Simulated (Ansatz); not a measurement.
# HF/3-21G run of GeH3Br (SMILES [GeH3][Br])

Aim: the electronic atomisation energy of GeH3Br at HF/3-21G, from 4 runs. 

The calculation is run with Ansatz 0.2.0.

50 further runs of the same task are left out: 8 that didn't finish, 42 set aside as unsound or not needed.

## (1) The system as given

GeH3Br: 5 atoms, total charge 0, spin state singlet. As SMILES, `[GeH3][Br]`. The shape is that of a PBE0-D4/def2-TZVP optimisation.

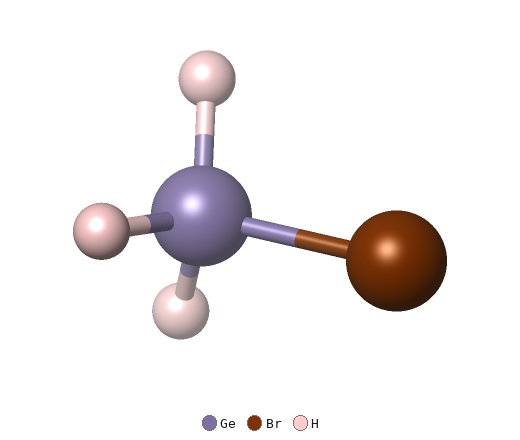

The structure, seen from a chosen angle (germanium purple, bromine brown, hydrogen pink).

## (2) The energy at HF/3-21G

job.yaml

```yaml
crystal:
  periodic: [false, false, false]
  atoms:
    - {symbol: Ge, position_ang: [0.139040, 0.013690, -0.129150]}
    - {symbol: Br, position_ang: [-1.548450, -0.152490, 1.438270]}
    - {symbol: H, position_ang: [0.128210, 1.452190, -0.655100]}
    - {symbol: H, position_ang: [-0.172230, -0.995930, -1.238090]}
    - {symbol: H, position_ang: [1.453450, -0.317450, 0.584070]}
basis:
  gaussian:
    orbitals: 3-21G-spherical.json
hamiltonian:
  xc: hf
accuracy: high
output: {orbitals: {seedname: orbitals}}
```

The basis set 3-21G is read from a file made from the Basis Set Exchange's data (not shown).

Run with:

```console
ansatz run job.yaml --threads 1 --pin off --max-ram 3480MiB --events-out events.jsonl --progress --plain --runs-dir runs
```

The program printed:

```text
Warning: RAYON_NUM_THREADS=1 ignored (pool sized by the plan → 1); use --threads N
Functional definition: HF
  name "HF"
  exchange = exact_x
  correlation = 0
773 factors; integrals over basis functions are off by at most 1.1e-8 eV
mean field evaluation 1: about -125910.2844 eV, gradient 1.1e1 eV
mean field evaluation 2: about -125910.3099 eV, gradient 1.1e1 eV
mean field evaluation 4: about -125910.8618 eV, gradient 6.5e-1 eV
mean field evaluation 8: about -125910.8651 eV, gradient 5.6e-4 eV
mean field -125910.86507134 eV, -4627.1389459222 hartree, gradient 2.4e-8 eV, S^2 0.000000; 0 other end points of the search recorded, 0 dependent functions left out
reference -125910.86507134 eV, -4627.1389459222 hartree; 35, 35 occupied and 15, 15 virtual orbitals, 773 factors
Total energy: -125910.86507134 eV, -4627.1389459222 hartree
```

It took 0.56 s on 1 thread of Arm Neoverse V1, shared host; peak memory 0.11 GiB.

## (3) The Br atom, same level

input.yaml

```yaml
crystal:
  periodic: [false, false, false]
  atoms:
    - {symbol: Br, position_ang: [0.000000, 0.000000, 0.000000]}
basis:
  gaussian:
    orbitals: 3-21G-spherical.json
total_charge: 0
magnetization:
  spin_polarized: true
  initial_magnetization: 1
accuracy: high
hamiltonian:
  xc: hf
```

The basis set 3-21G is read from a file made from the Basis Set Exchange's data (not shown).

Run the same way, it converges to -2560.03523 Eh (log not shown).

## (4) The Ge atom at the same level

molecule.yaml

```yaml
crystal:
  periodic: [false, false, false]
  atoms:
    - {symbol: Ge, position_ang: [0.000000, 0.000000, 0.000000]}
basis:
  gaussian:
    orbitals: 3-21G-spherical.json
magnetization:
  spin_polarized: true
  initial_magnetization: 2
hamiltonian:
  xc: hf
accuracy: high
```

The basis set 3-21G is read from a file made from the Basis Set Exchange's data (not shown).

Run the same way, it converges to -2065.29167 Eh (log not shown).

## (5) The H atom, same level

in.yaml

```yaml
crystal:
  periodic: [false, false, false]
  atoms:
    - {symbol: H, position_ang: [0.000000, 0.000000, 0.000000]}
basis:
  gaussian:
    orbitals: 3-21G.json
magnetization:
  spin_polarized: true
  initial_magnetization: 1
hamiltonian:
  xc: hf
accuracy: high
```

The basis set 3-21G is read from a file made from the Basis Set Exchange's data (not shown).

Run with:

```console
ansatz run in.yaml --threads 1 --pin off --max-ram 3480MiB --events-out events.jsonl --progress --plain --runs-dir runs
```

The program printed:

```text
Warning: RAYON_NUM_THREADS=1 ignored (pool sized by the plan → 1); use --threads N
Functional definition: HF
  name "HF"
  exchange = exact_x
  correlation = 0
3 factors; integrals over basis functions are off by at most 1.3e-8 eV
mean field evaluation 1: about -13.4868 eV, gradient 1.3e0 eV
mean field evaluation 2: about -13.4868 eV, gradient 1.3e0 eV
mean field evaluation 4: about -13.5023 eV, gradient 2.1e-5 eV
mean field evaluation 8: about -13.5023 eV, gradient 1.0e-12 eV
mean field -13.50225274 eV, -0.4961986360 hartree, gradient 4.5e-8 eV, S^2 0.750000; 0 other end points of the search recorded, 0 dependent functions left out
reference -13.50225274 eV, -0.4961986360 hartree; 1, 0 occupied and 1, 2 virtual orbitals, 3 factors
Total energy: -13.50225274 eV, -0.4961986360 hartree
```

Run time: 0.04 s. Hardware: 1 thread of Arm Neoverse V1, shared host.

## (6) What came out

At HF/3-21G:

| quantity | value |
| --- | --- |
| molecule: total energy | -4627.13895 Eh |
| molecule: HOMO energy | -10.91 eV |
| molecule: LUMO energy | 2.75 eV |
| molecule: HOMO–LUMO gap | 13.66 eV |
| Br atom: total energy | -2560.03523 Eh |
| Br atom: ⟨S²⟩ | 0.750 |
| Ge atom: total energy | -2065.29167 Eh |
| Ge atom: ⟨S²⟩ | 2.000 |
| H atom: total energy | -0.49620 Eh |
| H atom: ⟨S²⟩ | 0.750 |
| electronic atomisation energy | 8.802 eV |

Taking the molecule apart into free atoms costs 8.80 eV (203 kcal/mol), before zero-point energy and without spin-orbit coupling. Hartree–Fock lacks the correlation of the bonding pairs, which as a rule makes this value much too low; in minimal bases other errors can mask that. The basis has no polarisation functions, which makes bonds too weak.
